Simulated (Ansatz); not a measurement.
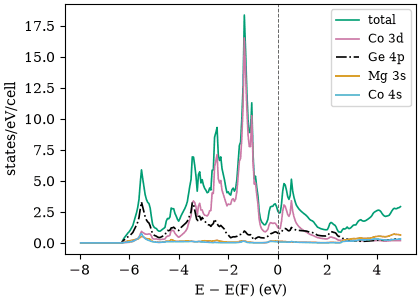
Fig. 1. Total and projected density of states of MgCoGe in space group P4/nmm (No. 129; Mg on 2c, Co on 2a, Ge on 2c), DFT-r²SCAN in the program Ansatz with PAW potentials

Question: Which orbitals carry the states next to the Fermi level?

Answer: Within 0.5 eV of the Fermi level: Co 3d 57 %, Ge 4p 27 %, outside the projected shells 7 %. Projections are on Löwdin-orthogonalised atomic valence shells; empty p or d shells of many metals are not among them.

Question: Where is the tallest occupied peak in this window, and what makes it?

Answer: Near -1.3 eV, about 18 states/eV per cell; the largest projected share is Co 3d.

The first step of the workflow began from a Materials Project structure, measured or hypothetical; the Crystallography Open Database copy checked does not list it. Whether it is the stable phase at ambient conditions was not checked. Symmetry was held in the r²SCAN relaxation; whether a distortion lowers the energy is not shown. The run is not spin-polarised. Spin–orbit coupling is left out wherever it is not named.

Potentials: the later of the program's two PAW sets.
